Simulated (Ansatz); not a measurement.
Cost and result by functional for the surface energy of the (110) surface of beta tin in its 1x1 cell, outermost plane spacing 2.10 Å in the ideal cut, in Ansatz (plane waves, PAW). Single points on the PBE structure, on one kind of machine; costs are rough ratios of the slab run's core time (references not counted) to the cheapest single point. r2SCAN's cost holds its higher cutoff (500 against 420 eV). Differences are taken against r2SCAN for comparison alone: no measured value is at hand, so the table doesn't rank accuracy.

Slab: 6 atoms, 10.5 Å thick at the start (thin: gaps and levels are the slab's own); k 12x9x1, smearing 0.1 eV, dipole-corrected; all atoms relaxed; start symmetry kept, larger cells not searched; no spin, no spin-orbit, no U. These notes are the PBE run's.

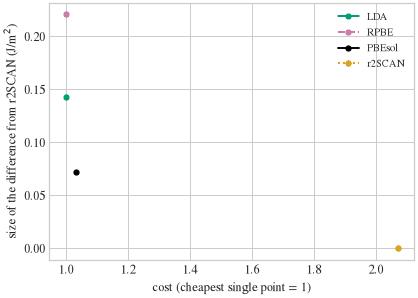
Fig. 1. Difference from r2SCAN against cost

```tsv
functional	relative cost	surface energy (J/m²)	less r2SCAN (J/m²)
LDA	1	0.75	0.14
RPBE	1	0.39	-0.22
PBEsol	1	0.68	0.07
r2SCAN	2	0.61	0.00
PBE (the relaxed run's value)	–	0.51	-0.10
```

The values span 0.36 J/m², while the single points' costs differ by a factor of roughly 2. Differences are of unrounded values.

Ansatz is a first-principles code.
